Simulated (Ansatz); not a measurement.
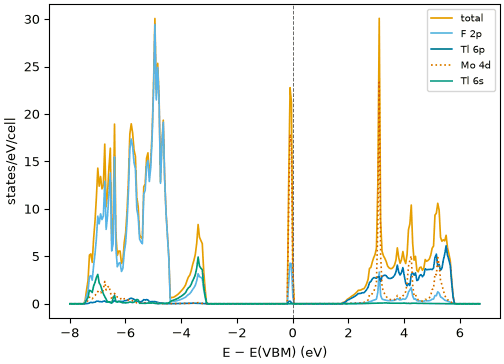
Total and projected density of states of NaTl₂MoF₆ in space group Fm-3m (No. 225; Na on 4b, Tl on 8c, Mo on 4a, F on 24e), DFT-r²SCAN in the program Ansatz with PAW potentials

**Question.** Which orbitals carry the states next to the gap?

**Answer.** Top 1 eV of the valence band: Mo 4d 79 %, F 2p 19 %. Bottom 1 eV of the conduction band: Tl 6p 74 %, Mo 4d 9 %, F 2s 7 %. Projections are on Löwdin-orthogonalised atomic valence shells; empty p or d shells of many metals are not among them.

**Question.** Where is the tallest occupied peak in this window, and what makes it?

**Answer.** Near -4.9 eV, about 30 states/eV per cell; the largest projected share is F 2p.

The first step of the workflow began from a Materials Project structure, measured or hypothetical; the Crystallography Open Database files this formula in space group No. 225, but the cells were not matched. Whether it is the stable phase at ambient conditions was not checked. The r²SCAN relaxation kept the symmetry of its start; whether a distortion lowers the energy is not shown. Magnetic state: ferromagnetic, chosen from 3 collinear starts compared on coarse meshes (ties went to the first, and starts can fall back to one state), not a proven ground state. Other orbital occupations within this spin state were not tried. No Hubbard U is applied. Scalar-relativistic: spin–orbit coupling is off unless named, which matters more the heavier the elements.

Potentials: the later of the program's two PAW sets.
